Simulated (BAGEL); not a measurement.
# BF (SMILES [B]F) at HF/6-31G(d) (density fitting with cc-pvqz-jkfit, spherical functions)

What is the vertical electron affinity of BF at HF/6-31G* (density fitting with cc-pvqz-jkfit, spherical functions)? 

The calculation is run with BAGEL 1.2.2.

### 1 The system as given

The species is BF (2 atoms), meant as a singlet with charge 0. SMILES: `[B]F`. The shape is that of a PBE0-D4/def2-TZVP optimisation.

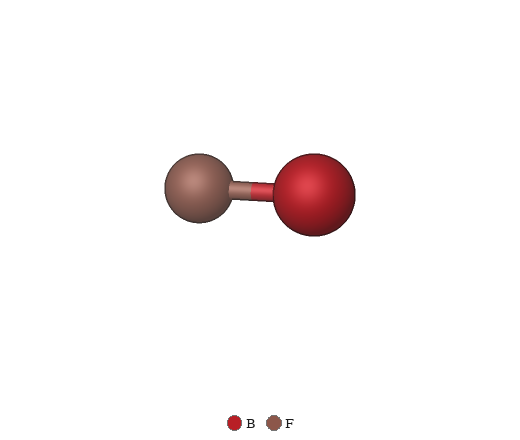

The structure, seen from a chosen angle (boron red, fluorine brown).

### 2 A single-point energy at HF/6-31G(d) (density fitting with cc-pvqz-jkfit, spherical functions)

Contents of input.json:

```json
{ "bagel" : [

{
  "title" : "molecule",
  "basis" : "6-31gs.json",
  "df_basis" : "cc-pvqz-jkfit",
  "angstrom" : "true",
  "geometry" : [
    { "atom" : "B", "xyz" : [    0.000000,    0.000000,   -0.009350 ] },
    { "atom" : "F", "xyz" : [    0.000000,    0.000000,    1.253740 ] }
  ]
},
{ "title" : "hf" },
{ "title" : "print", "file" : "orbitals.molden", "orbitals" : "true" }

]}
```

The basis set 6-31G* is read from a file made from the Basis Set Exchange's data (not shown).

Command:

```bash
$ BAGEL_NUM_THREADS=1 BAGEL input.json > input.out
```

Standard output:

```text
* using 1 threads per process

  ===============================================================
  ===============================================================

  *** Geometry ***

  { "atom" : "B", "xyz" : [      0.000000,      0.000000,     -0.017669 ] },
  { "atom" : "F", "xyz" : [      0.000000,      0.000000,      2.369225 ] },

  Number of auxiliary basis functions:      212

  Since a DF basis is specified, we compute 2- and 3-index integrals:
    o Being stored without compression. Storage requirement is 0.001 GB

  Number of basis functions:       28
  Number of electrons      :       14

    * METHOD: MOLECULE                             0.02

  *** RHF ***

  === Nuclear Repulsion ===
    18.8529514763

      * DIIS with orbital gradients will be used.

  === RHF iteration (6-31gs.json) ===
      0       -124.00920244          0.03966806           0.00
      1       -124.06352279          0.02864259           0.00
      2       -124.10071930          0.00180044           0.00
      3       -124.10120950          0.00030175           0.00
      4       -124.10121802          0.00007639           0.00
      5       -124.10121881          0.00001515           0.00
      6       -124.10121884          0.00000260           0.00
      7       -124.10121884          0.00000038           0.00
      8       -124.10121884          0.00000006           0.00
      9       -124.10121884          0.00000002           0.00
     10       -124.10121884          0.00000000           0.00
    * SCF iteration converged.

    * Permanent dipole moment:
           (   -0.000000,     0.000000,    -0.341793) a.u.

    * METHOD: HF                                   0.04

    * METHOD: PRINT                                0.00

  ===============================================================
```

Wall time 0.22 s (1 thread of Arm Neoverse V2, shared host).

### 3 The doublet anion

Contents of input.json:

```json
{ "bagel" : [

{
  "title" : "molecule",
  "basis" : "6-31gs.json",
  "df_basis" : "cc-pvqz-jkfit",
  "angstrom" : true,
  "geometry" : [
    { "atom" : "B", "xyz" : [    0.000000,    0.000000,   -0.009350 ] },
    { "atom" : "F", "xyz" : [    0.000000,    0.000000,    1.253740 ] }
  ]
},
{
  "title" : "uhf",
  "charge" : -1,
  "nopen" : 1
},
{
  "title" : "print",
  "file" : "orbitals.molden",
  "orbitals" : true
}

]}
```

The basis set 6-31G* is read from a file made from the Basis Set Exchange's data (not shown).

Command:

```bash
$ BAGEL_NUM_THREADS=1 BAGEL input.json > input.out
```

Standard output:

```text
* using 1 threads per process

  ===============================================================
  ===============================================================

  *** Geometry ***

  { "atom" : "B", "xyz" : [      0.000000,      0.000000,     -0.017669 ] },
  { "atom" : "F", "xyz" : [      0.000000,      0.000000,      2.369225 ] },

  Number of auxiliary basis functions:      212

  Since a DF basis is specified, we compute 2- and 3-index integrals:
    o Being stored without compression. Storage requirement is 0.001 GB

  Number of basis functions:       28
  Number of electrons      :       14

    * METHOD: MOLECULE                             0.02

  *** Open-shell HF ***

  === Nuclear Repulsion ===
    18.8529514763

      * DIIS with orbital gradients will be used.

  === UHF iteration (6-31gs.json) ===
      0       -123.87640871          0.07501872           0.00
      1       -123.95682139          0.04872183           0.00
      2       -123.97769081          0.02838686           0.00
      3       -123.98848170          0.00111578           0.00
      4       -123.98860809          0.00026437           0.00
      5       -123.98862955          0.00007345           0.00
      6       -123.98863460          0.00001416           0.00
      7       -123.98863523          0.00000603           0.00
      8       -123.98863540          0.00000187           0.00
      9       -123.98863542          0.00000059           0.00
     10       -123.98863542          0.00000017           0.00
     11       -123.98863542          0.00000006           0.00
     12       -123.98863542          0.00000002           0.00
     13       -123.98863542          0.00000001           0.00
    * SCF iteration converged.

    * S^2 (UHF) is 0.7593

    * Permanent dipole moment:
           (   -0.000000,     0.000000,    -1.809127) a.u.

    * METHOD: UHF                                  0.06

    * METHOD: PRINT                                0.00

  ===============================================================
```

Run time: 0.24 s. Hardware: 1 thread of Arm Neoverse V2, shared host.

### 4 Results

At HF/6-31G* (density fitting with cc-pvqz-jkfit, spherical functions):

| quantity | value |
| --- | --- |
| singlet BF: total energy | -124.10122 Eh |
| singlet BF: dipole moment | 0.87 D |
| singlet BF: HOMO energy | -10.68 eV |
| singlet BF: LUMO energy | 3.61 eV |
| singlet BF: HOMO–LUMO gap | 14.28 eV |
| doublet anion: total energy | -123.98864 Eh |
| doublet anion: ⟨S²⟩ | 0.759 |
| vertical electron affinity (to the doublet anion) | -3.064 eV |

In words: The anion lies 3.06 eV (296 kJ/mol) above the neutral: the electron isn't bound at this level, and such a value depends on the basis. Without diffuse functions anions come out too high. Hartree–Fock misses the correlation that binds many anions.
